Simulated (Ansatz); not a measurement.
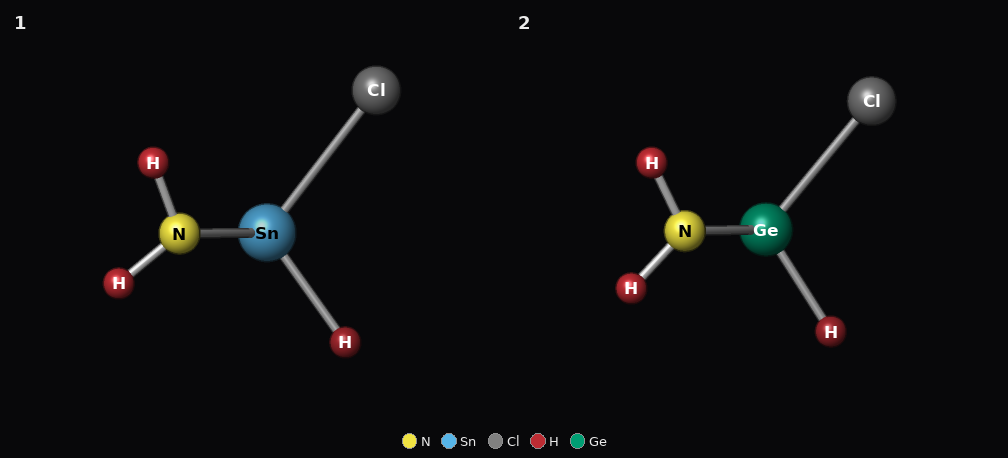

2 molecules with one skeleton, seen from the same side and at one scale. Charge 0, doublet. Computed geometries: PBE0-D4/def2-TZVP optimisations, one conformation each. Properties computed with Ansatz 0.2.0. Elements past Kr carry core potentials.

One atom differs, called X below: Sn in panel 1, Ge in panel 2. Their formulas are ClH3NSn (`[NH2][SnH][Cl]`), ClGeH3N (`[NH2][GeH][Cl]`).

> In which is the dipole moment larger (B3LYP-D4/def2-TZVPP)?

In panel 1 (X = Sn).

> In which is the length of X–N larger (PBE0-D4/def2-TZVP)?

In panel 1 (X = Sn).

Give the values. With PBE0-D4/def2-TZVP: length of X–Cl (Å), length of X–H (Å), length of X–N (Å), angle N–X–Cl (°), harmonic zero-point energy (kJ/mol). With B3LYP-D4/def2-TZVPP: dipole moment (D).

| quantity | 1 (Sn) | 2 (Ge) | 2 − 1 |
| --- | --- | --- | --- |
| length of X–Cl (Å) | 2.353 | 2.169 | −0.184 |
| length of X–H (Å) | 1.740 | 1.560 | −0.180 |
| length of X–N (Å) | 2.035 | 1.836 | −0.199 |
| angle N–X–Cl (°) | 100.9 | 104.1 | +3.2 |
| dipole moment (D) | 3.29 | 2.86 | −0.43 |
| harmonic zero-point energy (kJ/mol) | 84.2 | 89.0 | +4.8 |
